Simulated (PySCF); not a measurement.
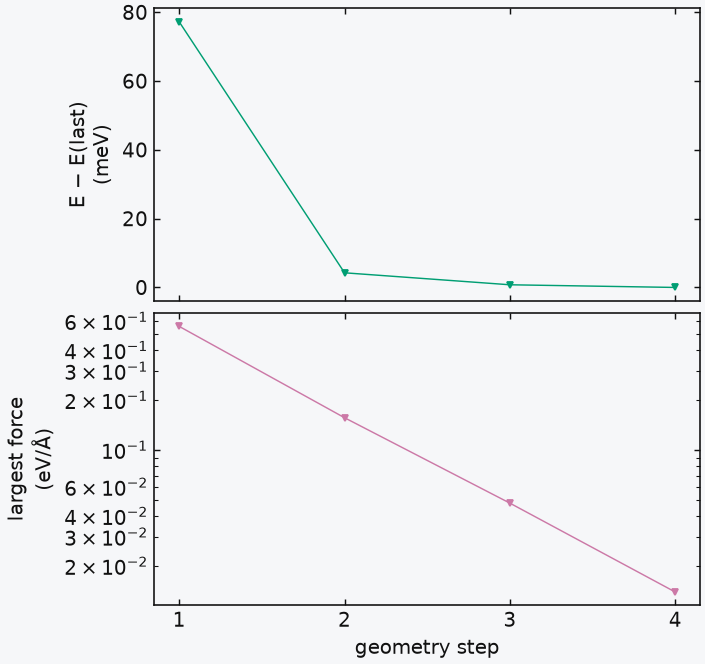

History of a geometry optimisation. C₆H₁₃Si₂ (SMILES C1C[SiH]2CC[Si]1CC2), multiplicity 2; PySCF, PBE0-D3(BJ)/def2-SVP, geometry optimisation.

The optimisation met its thresholds at geometry 4, counting the start as the first. The energy fell by about 77 meV from the first step to the last. The largest force goes from about 0.56 eV/Å at the start to 0.014 eV/Å at the end.
